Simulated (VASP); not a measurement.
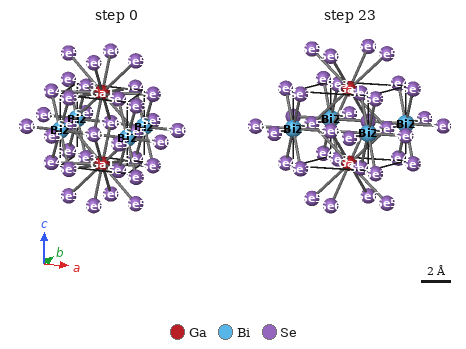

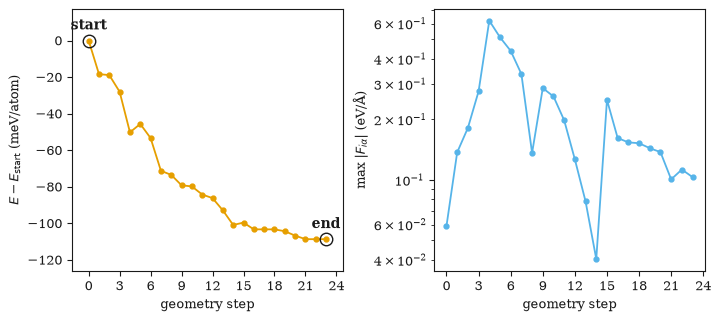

First and last geometry of a relaxation of a crystal of GaBiSe4 (a generated structure, set up in Cmmm), with the history of the run. A ball-and-stick model of the cell of the calculation, seen slightly off an axis.

The run lets cell and atoms move.

All numbers below come from VASP, Kohn-Sham DFT of a periodic cell, PBE, VASP PAW PBE potentials, recommended.

The input:
```
PREC = Normal
ENCUT = 520
EDIFF = 1E-4
ISMEAR = 0
SIGMA = 0.15
LREAL = F
LASPH = T
NELM = 60
ALGO = Fast
ISIF = 3
LWAVE = F
LCHARG = F
GGA = PE
IBRION = 2
NSW = 24
EDIFFG = -0.08
```

Launched with:
```bash
cat potpaw_PBE.64/Ga_d/POTCAR potpaw_PBE.64/Bi_d/POTCAR potpaw_PBE.64/Se/POTCAR > POTCAR
mpirun -np 1 vasp_std > vasp.out
```

### Read the history and describe the run.

The relaxation stopped without meeting its thresholds, so the last structure isn't shown to be converged. The largest moves relative to the cell, 0.16 Å, are those of Se3 and Se4. Se3 goes along [1 −1 0]. Ga and Bi stay in place. The volume changes by +4.6 %, with a = b 6.241 → 5.774 Å (−7.5 %), c 4.981 → 5.211 Å (+4.6 %), γ 121.1° → 89.4°. Some distances before and after: Ga1–Se3 3.520 → 2.471 Å, Se5–Se6 3.067 → 4.106 Å, Ga1–Se3 (another image) 3.616 → 4.403 Å, Se3–Se4 3.829 → 3.179 Å. Bond angles that change, for instance: Bi2–Se4–Bi2 104.9° → 117.2°. The space group stays Cmmm (No. 65). Over 23 geometry steps the energy falls by 109 meV per atom. The largest force component goes from 0.059 to 0.1 eV/Å. Pressure: −2.03 GPa at the start and −0.01 GPa at the end. It ran on 1 thread of Intel(R) Xeon(R) Platinum 8559C (Emerald Rapids), with other jobs on the host.
